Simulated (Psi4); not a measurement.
**r2SCAN/def2-SVP (core potential) run of SnCl4 (SMILES [Cl][Sn]([Cl])([Cl])[Cl])**

What is the energy change on altering one bond length of SnCl4 at r2SCAN/def2-SVP (core potential)? 

The calculation is run with Psi4 1.11.

22 further runs of the same task are left out: 19 that didn't finish, 3 set aside as unsound or not needed.

**1. The structure to begin with**

SnCl4 has 5 atoms, charge 0, and is taken as a singlet. As SMILES, `[Cl][Sn]([Cl])([Cl])[Cl]`. The shape is that of a PBE0-D4/def2-TZVP optimisation.

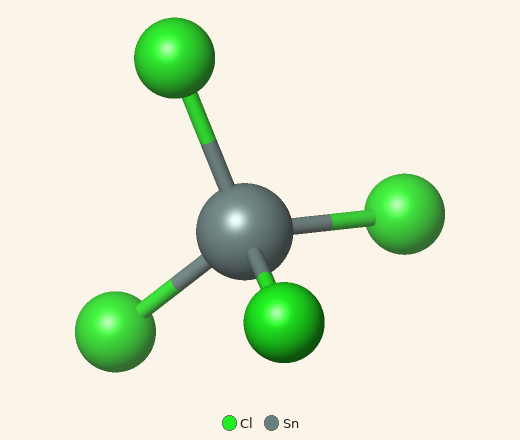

The structure, seen from a chosen angle (chlorine green, tin teal).

**2. Energy and forces at r2SCAN/def2-SVP (core potential)**

Contents of input.in:

```
memory 2.2 GB

molecule geom {
  Cl    -1.096620    -0.161700     2.000940
  Sn    -0.000010     0.000000    -0.000030
  Cl     1.898840    -1.273760     0.066050
  Cl    -1.361990    -0.748170    -1.678550
  Cl     0.559780     2.183620    -0.388420
  symmetry c1
  no_reorient
  no_com
}

set reference rks
set puream true
set e_convergence 1e-09
set d_convergence 1e-08
set scf_type pk
set dft_radial_points 99
set dft_spherical_points 590

e, wfn = gradient("r2scan/def2-SVP", return_wfn=True)
```

Launch:

```bash
$ psi4 input.in input.out -n 1
```

input.out:

```text
[...]
    !!!  WARNING: ECP capability is in beta. Please check occupations closely.  !!!
[...]
  Running in c1 symmetry.
[...]
  Nuclear repulsion =  591.733398551291771
[...]
  Multiplicity = 1
[...]
  Nalpha       = 45
  Nbeta        = 45
[...]
    Number of basis functions: 98
[...]
   @RKS iter   1: -2054.58500394027351   -9.62226e-01   4.10870e-03 DIIS/ADIIS
[...]
   @RKS iter  10: -2054.66124511809039   -3.18323e-12   8.75172e-10 DIIS
[...]
    Orbital Energies [Eh]
    ---------------------
    Doubly Occupied:
       1A   -101.196401     2A   -101.196325     3A   -101.196320
       4A   -101.196315     5A     -9.396431     6A     -9.396402
       7A     -9.396397     8A     -9.396391     9A     -7.145922
      10A     -7.145913    11A     -7.145910    12A     -7.145900
      13A     -7.137818    14A     -7.137814    15A     -7.137811
      16A     -7.137801    17A     -7.137799    18A     -7.137796
      19A     -7.137792    20A     -7.137791    21A     -5.147330
      22A     -3.486995    23A     -3.486995    24A     -3.486995
      25A     -1.079745    26A     -1.079743    27A     -1.079742
      28A     -1.072596    29A     -1.072596    30A     -0.825707
      31A     -0.791491    32A     -0.791483    33A     -0.791479
      34A     -0.514354    35A     -0.398796    36A     -0.398790
[...]
  @RKS Final Energy: -2054.66124511809039
   => Energetics <=
    Nuclear Repulsion Energy =            591.7333985512917707
    One-Electron Energy =               -4096.7591473143875191
    Two-Electron Energy =                1581.5280424160864641
    DFT Exchange-Correlation Energy =    -131.1635387710810221
    Empirical Dispersion Energy =           0.0000000000000000
    VV10 Nonlocal Energy =                  0.0000000000000000
    Total Energy =                      -2054.6612451180903918
[...]
 Multipole Moments:
 ------------------------------------------------------------------------------------
     Multipole            Electronic (a.u.)      Nuclear  (a.u.)        Total (a.u.)
 ------------------------------------------------------------------------------------
 L = 1.  Multiply by 2.5417464519 to convert [e a0] to [Debye]
 Dipole X            :          0.0000510           -0.0000945           -0.0000435
 Dipole Y            :          0.0003242           -0.0003213            0.0000029
 Dipole Z            :          0.0004308           -0.0006047           -0.0001739
 Magnitude           :                                                    0.0001793
[...]
  -Total Gradient:
     Atom            X                  Y                   Z
    ------   -----------------  -----------------  -----------------
       1        0.005492021456     0.000810555627    -0.010051785337
       2       -0.000008547154     0.000001410925    -0.000028563466
       3       -0.009525500225     0.006344809845    -0.000288151208
       4        0.006841788731     0.003761572007     0.008447258074
       5       -0.002787533448    -0.010960142855     0.001970792728
[...]
```

It took 22 s on 1 thread of Intel Xeon 6975P-C (Granite Rapids), shared host; peak memory 1 GiB.

**3. The distorted shape: a single-point energy at r2SCAN/def2-SVP (core potential)**

Contents of calc.in:

```
memory 2.2 GB

molecule system {
  0 1
  Cl    -0.415626     0.212387     2.840205
  Sn     0.680984     0.374087     0.839235
  Cl     2.579834    -0.899673     0.905315
  Cl    -1.361990    -0.748170    -1.678550
  Cl     1.240774     2.557707     0.450845
  symmetry c1
}

set {
  basis def2-SVP
  puream true
  e_convergence 1e-09
  d_convergence 1e-08
  scf_type pk
  dft_radial_points 99
  dft_spherical_points 590
}

e_tot, wfn = energy("r2scan", return_wfn=True)
oeprop(wfn, "DIPOLE", "LOWDIN_CHARGES", "MULLIKEN_CHARGES")
print_variables()
```

Launch:

```bash
$ psi4 -i calc.in -o calc.out -n 1
```

calc.out (excerpt; [...] marks lines left out):

```text
[...]
    !!!  WARNING: ECP capability is in beta. Please check occupations closely.  !!!
[...]
  Running in c1 symmetry.
[...]
  Nuclear repulsion =  537.359501363534491
[...]
  Multiplicity = 1
[...]
  Nalpha       = 45
  Nbeta        = 45
[...]
    Number of basis functions: 98
[...]
   @RKS iter   1: -2054.47529502640054   -1.12337e+00   4.14064e-03 DIIS/ADIIS
[...]
   @RKS iter  13: -2054.56930146839341   -2.72848e-12   1.69457e-09 DIIS
[...]
  @RKS Final Energy: -2054.56930146839341
   => Energetics <=
    Nuclear Repulsion Energy =            537.3595013635344912
    One-Electron Energy =               -3987.7396663294525752
    Two-Electron Energy =                1526.8472378580891018
    DFT Exchange-Correlation Energy =    -131.0363743605645652
    Empirical Dispersion Energy =           0.0000000000000000
    VV10 Nonlocal Energy =                  0.0000000000000000
    Total Energy =                      -2054.5693014683934052
[...]
 Multipole Moments:
 ------------------------------------------------------------------------------------
     Multipole            Electronic (a.u.)      Nuclear  (a.u.)        Total (a.u.)
 ------------------------------------------------------------------------------------
 L = 1.  Multiply by 2.5417464519 to convert [e a0] to [Debye]
 Dipole X            :          7.1241118           -6.2860513            0.8380605
 Dipole Y            :          3.9138281           -3.4534308            0.4603973
 Dipole Z            :          8.7790143           -7.7462799            1.0327344
 Magnitude           :                                                    1.4074272
[...]
  Mulliken Charges: (a.u.)
   Center  Symbol    Alpha    Beta     Spin     Total
       1    CL     8.58968  8.58968  0.00000 -0.17936
       2    SN    10.58303 10.58303  0.00000  0.83394
       3    CL     8.58967  8.58967  0.00000 -0.17935
       4    CL     8.64795  8.64795  0.00000 -0.29590
       5    CL     8.58967  8.58967  0.00000 -0.17934
   Total alpha = 45.00000, Total beta = 45.00000, Total charge = -0.00000
  Lowdin Charges: (a.u.)
   Center  Symbol    Alpha    Beta     Spin     Total
       1    CL     8.49020  8.49020  0.00000  0.01961
[...]
```

Wall time 18 s (1 thread of Intel Xeon 6975P-C (Granite Rapids), shared host); peak memory 0.94 GiB.

**4. Outcome**

Level: r2SCAN/def2-SVP (core potential).

```
                                                           quantity           value
                                          first shape: total energy  -2054.66125 Eh
                                         first shape: dipole moment          0.00 D
                                           first shape: HOMO energy        -8.59 eV
                                           first shape: LUMO energy        -3.88 eV
                                         first shape: HOMO–LUMO gap         4.71 eV
                              first shape: largest force on an atom      0.592 eV/Å
                                      distorted shape: total energy  -2054.56930 Eh
                                     distorted shape: dipole moment          3.58 D
                                       distorted shape: HOMO energy        -6.82 eV
                                       distorted shape: LUMO energy        -6.17 eV
                                     distorted shape: HOMO–LUMO gap         0.65 eV
energy change with the Sn2–Cl4 bond stretched from 2.287 to 3.431 Å        2.502 eV
```

With the Sn2–Cl4 bond stretched from 2.287 to 3.431 Å the energy rises by 2.50 eV (241 kJ/mol). The first shape isn't relaxed at this level, so the change isn't measured from a minimum. A restricted reference can't describe the breaking bond well at this length. The largest force (first shape) is 0.59 eV/Å: the shape isn't a stationary point for this species at this level. Mulliken charges (distorted shape) run from -0.30 on Cl4 to +0.83 on Sn2; they depend strongly on the basis.
